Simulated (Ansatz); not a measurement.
# Ni: the cost of one run

Program: Ansatz 0.2.0. Level of theory: DFT PBE, PAW, plane waves, scalar-relativistic. These are calculated values, not measurements.

**1. The starting structure**

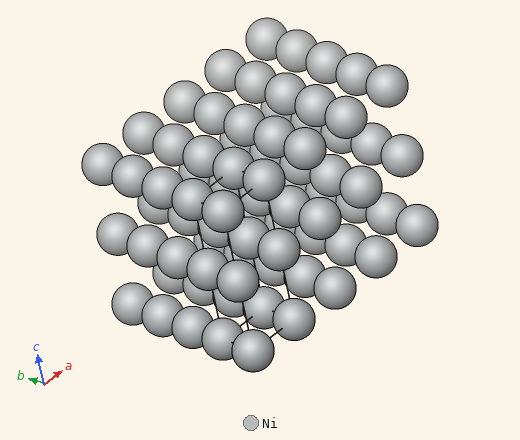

The starting structure, seen slightly off an axis (nickel light grey). 4×4×1 cells are drawn. Atoms on the faces are drawn again on the opposite ones.

Structure file:

```cif
data_structure
_symmetry_space_group_name_H-M 'Fm-3m'
_symmetry_Int_Tables_number 225
_cell_length_a 3.5379
_cell_length_b 3.5379
_cell_length_c 3.5379
_cell_angle_alpha 90.000
_cell_angle_beta 90.000
_cell_angle_gamma 90.000
_cell_volume 44.28
loop_
_atom_site_label
_atom_site_type_symbol
_atom_site_symmetry_multiplicity
_atom_site_Wyckoff_symbol
_atom_site_fract_x
_atom_site_fract_y
_atom_site_fract_z
_atom_site_occupancy
Ni1 Ni 4 a 0.00000 0.00000 0.00000 1
```

Atoms are counted from 1 in the order of input.yaml (Ni2 and so on).

First come: parallel moments, plain SCF; opposed moments +-, plain SCF; no spin polarisation; spin on, no moments given (the program may seed its own), plain SCF. What is tried next depends on their ends.

A plain SCF has the search for lower states switched off and ends at the first converged state. 

Moments by site are taken inside atomic spheres; the rest lies between them.

**2. Parallel moments, plain SCF**

File input.yaml:

```yaml
crystal:
  lattice:
    - [0.0, 1.76895, 1.76895]
    - [1.76895, 0.0, 1.76895]
    - [3.5379, 3.5379, 0.0]
  atoms:
    - { symbol: Ni, position: [0.0, 0.0, 0.0], spin: 2.0 }
    - { symbol: Ni, position: [0.0, 0.0, 0.5], spin: 2.0 }
magnetization:
  spin_polarized: true
hamiltonian:
  xc: pbe
  pseudopotentials: { kind: paw }
basis:
  ecutwfc: 420
kpoints:
  mp_grid: { grid: [14, 14, 7] }
scf:
  occupations: { method: gaussian, width: 0.1 }
  lower_state_search: "off"
output:
  forces: true
  stress: true
```

Run with:

```bash
$ ansatz run input.yaml --threads 2 --pin off --max-ram 5120MiB --backend cpu --events-out ev --progress --plain --runs-dir out
```

**Question.** How long does this run take on 2 threads of Arm Neoverse V2, shared host, and how much memory does it need?

About 5 s, with a peak of 0.37 GiB.
